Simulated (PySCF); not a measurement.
Molecule: SMILES FC([SiH2]c1ccccc1)(F)F (C7H7F3Si). Atoms near the plane z = 0.8 Å, at the GFN2-xTB optimised geometry (x, y, z in Å): F1 (0.6, -2.9, 0.4), Si5 (-1.6, -1.2, 0.0), C6 (-0.5, 0.4, 0.0), C7 (-1.2, 1.6, 0.0), C8 (-0.5, 2.8, 0.0), C9 (0.9, 2.8, 0.0), C10 (1.6, 1.6, 0.0), C11 (0.8, 0.4, 0.0), H13 (-2.0, -1.6, 1.3), H14 (-2.3, 1.7, 0.0), H15 (-1.0, 3.8, 0.0), H16 (1.4, 3.7, 0.0), H17 (2.6, 1.6, 0.0), H18 (1.4, -0.5, 0.0).

Level of theory: PBE/def2-SVP in PySCF. The values are rescaled to run from 0 to 1.

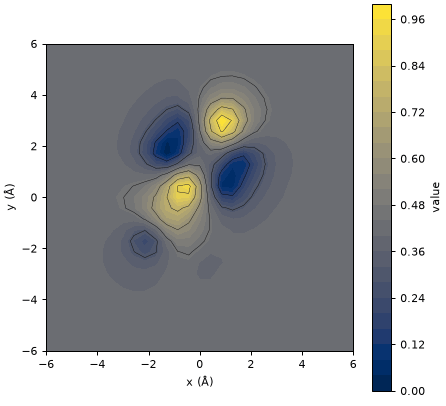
*a field on the plane z = 0.8 Å.*

Q: Which quantity is mapped?
A) deformation density (molecule minus spherical neutral atoms)
B) Laplacian of the electron density
C) log10 of the electron density
D) an orbital amplitude

A: D, an orbital amplitude. In full: LUMO amplitude (bohr^(-3/2)).
